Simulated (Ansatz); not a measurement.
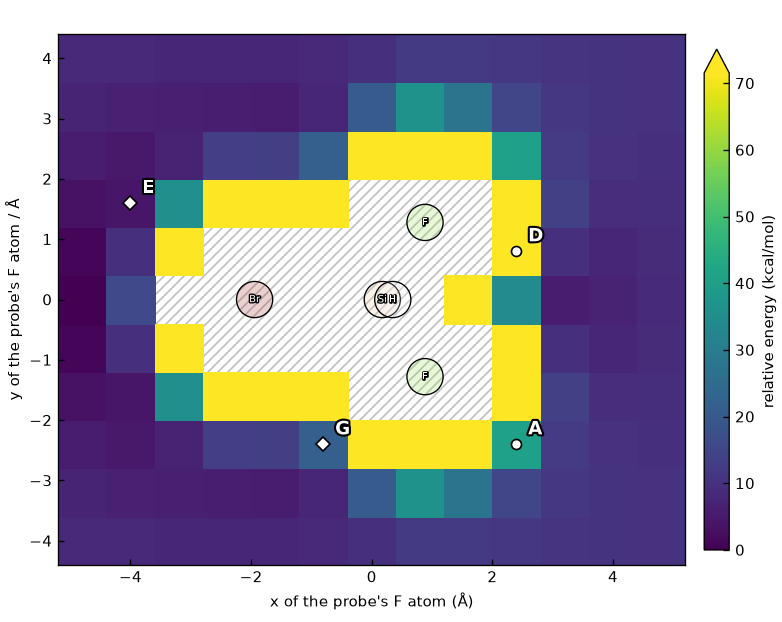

BrF₂HSi (SMILES F[SiH](F)Br) with the probe F-. 
- The probe is moved over the molecule's main plane.
- First axis: x of the probe's F atom. Second axis: y of the probe's F atom.
- Nothing is relaxed (molecule and probe rigid).
- The grid has 13 × 11 points; 63 points were computed and 56 follow by symmetry. At 24 points there is no value (left out of the scan, as a rule where atoms come close).
- Points are written as (first, second).
- All energies are given in kcal/mol relative to the lowest grid point.
- Method: Ansatz 0.2.0, RHF/def2-SVPD.

Drawn: one coloured cell a grid point, labelled circles for the molecule's atoms, projected on the plane, one colour for all values above the top of the scale, hatched blanks where no value was computed, lettered points.

**Rank the lettered points by energy, lowest first.**

E (4.1 kcal/mol), G (21 kcal/mol), A (40 kcal/mol), D (99 kcal/mol).
